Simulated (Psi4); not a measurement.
# Predicting a hybrid from its neighbours: KCl

KCl has 2 atoms, charge 0, and is taken as a singlet. As SMILES, `[Cl][K]`. The shape is that of a PBE0-D4/def2-TZVP optimisation.

The dipole moment y, in D, basis def2-TZVPPD; a is the functional's share of exact exchange. Programs: Psi4 1.11.

| functional | program | a | y (D) |
| --- | --- | --- | --- |
| BLYP | Psi4 | 0 | 9.99 |
| PBE | Psi4 | 0 | 10.03 |
| B3LYP | Psi4 | 0.2 | 10.23 |
| PBE0 | Psi4 | 0.25 | ? |
| BHLYP | Psi4 | 0.5 | 10.45 |

Q: Fit y = c + s·a to the known rows and predict PBE0.

A: 
1. Means of the 4 rows: a = 0.1750, y = 10.175.
2. Σ(Δa)² = 0.1675, Σ(Δa·Δy) = 0.1485, so the slope is 0.1485/0.1675 = 0.88657.
3. Intercept: 10.175 − (0.88657) × 0.1750 = 10.020. The largest residual of the fit is 0.033.
4. PBE0: 10.020 + (0.88657) × 0.25 = 10.24 D.

The run gave 10.29 D, so the prediction is off by -0.05 D, more than the largest residual. More exact exchange makes the molecule more polar here. The rows mix families of semi-local functionals, which the line can't see.

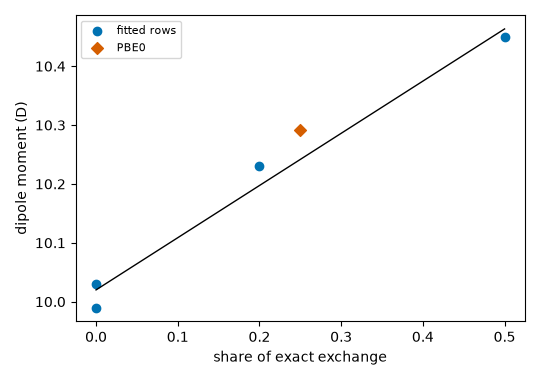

The fitted line, with the withheld row.
